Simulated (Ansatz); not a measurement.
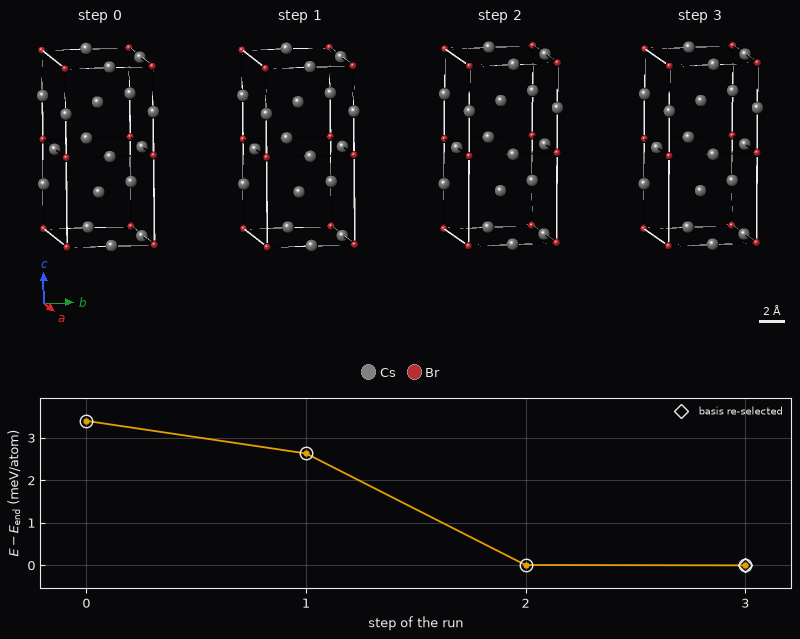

Frames of a relaxation of crystalline Cs$_{4}$Br (a generated structure, set up in P1) (coarse preliminary run), marked on the history of the run. A ball-and-stick model of the cell of the calculation, reduced to other axes, seen slightly off an axis. Lengths and directions refer to the drawn axes.

These are results of DFT PBE, scalar-relativistic, plane waves, PAW in Ansatz, not measurements. (plane-wave cutoff 420 eV; k-point mesh 4 × 4 × 2; occupations gaussian; smearing width 0.2 eV; no spin polarisation; cell and atoms relaxed; force threshold 0.025 eV/Å; at most 60 steps)

> Describe the path.

The atom that moves furthest relative to the cell is a Cs atom (0.076 Å roughly along +b). Largest moves by element: Cs 0.076 Å, Br 0.028 Å. The drawn cell changes as follows: a 7.513 → 7.557 Å (+0.6 %), b 7.539 → 7.564 Å (+0.3 %), c 14.941 → 15.079 Å (+0.9 %), α 91.9° → 90.6°, β 92.4° → 90.7°, γ 92.2° → 90.6°; the volume changes by +2.0 %. Near-neighbour distances that change, for instance: Br–Cs 3.651 → 3.761 Å, Br–Cs 3.695 → 3.774 Å, Br–Cs 3.845 → 3.790 Å, Br–Cs 3.720 → 3.774 Å. Among the angles between lasting bonds that change: Cs–Br–Cs 85.6° → 89.0°, Cs–Br–Cs 93.7° → 90.9°. The space group stays P1 (No. 1). Over 2 accepted moves (3 points after the start) the energy falls by 3.4 meV per atom. The largest force component goes from 0.062 to 0.0057 eV/Å. Pressure: 0.09 GPa at the start and 0.01 GPa at the end. At 1 point the geometry stayed and the basis and grid were re-selected for the new cell (energy shift of less than 0.05 meV per atom at most each time). From step 0 to 1: a Cs atom moves most (0.02 Å), volume +0.3 %, energy −0.8 meV per atom. From step 1 to 2: Cs atoms move most (0.06 Å), volume +1.7 %, energy −2.6 meV per atom. From step 2 to 3: energy 0.0 meV per atom.

```tsv
step	E − E(0), meV/atom	largest force component, eV/Å	pressure, GPa	volume, Å³/atom	note
0	0.00	0.0619	0.09	84.442	
1	-0.77	0.0537	0.08	84.728	
2	-3.39	0.0057	0.01	86.171	
3	-3.40	0.0057	0.01	86.171	same geometry, new basis
```
